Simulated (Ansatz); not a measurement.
Cell and atoms:

```yaml
crystal:
  lattice:
    - [4.05000, 0.00000, 0.00000]
    - [0.00000, 4.05000, 0.00000]
    - [0.00000, 0.00000, 4.05000]
  atoms:
    - { symbol: Al, position: [0.00000, 0.00000, 0.00000] }
    - { symbol: Al, position: [0.00000, 0.50000, 0.50000] }
    - { symbol: Al, position: [0.50000, 0.00000, 0.50000] }
    - { symbol: Al, position: [0.50000, 0.50000, 0.00000] }
```

### Interpret the file: composition, symmetry and coordination.

The element is aluminium. Space group Fm-3m (No. 225), lattice face-centred cubic. The structure is of the kind named face-centred cubic (Cu type). The cell holds four atoms. About every Al there are twelve Al in a cuboctahedral arrangement at 2.86 Å. The bonds build a three-dimensional framework.

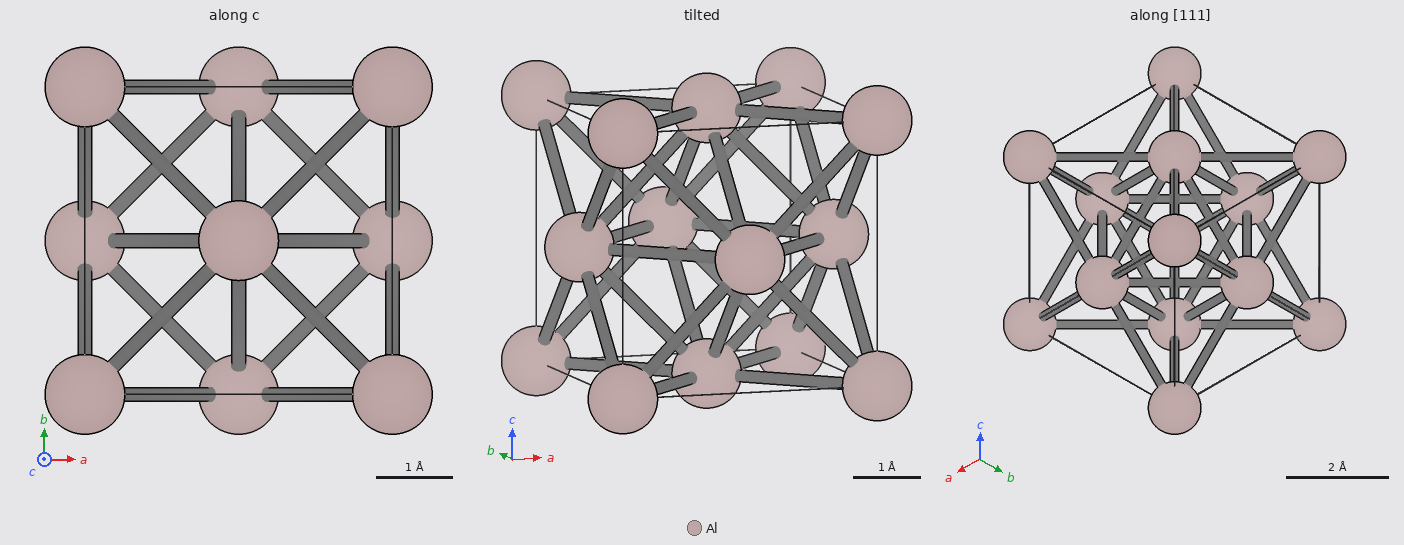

Structure drawing (ball-and-stick), viewed along the c axis, slightly off an axis and along [111]. The conventional unit cell is drawn as a box.

The structure was taken from the standard structure of this element. Earlier steps of the study, as a rule a relaxation of our own, may have changed the cell and positions, so they can lie some per cent off the listed ones. It was run through Ansatz as a DFT input.
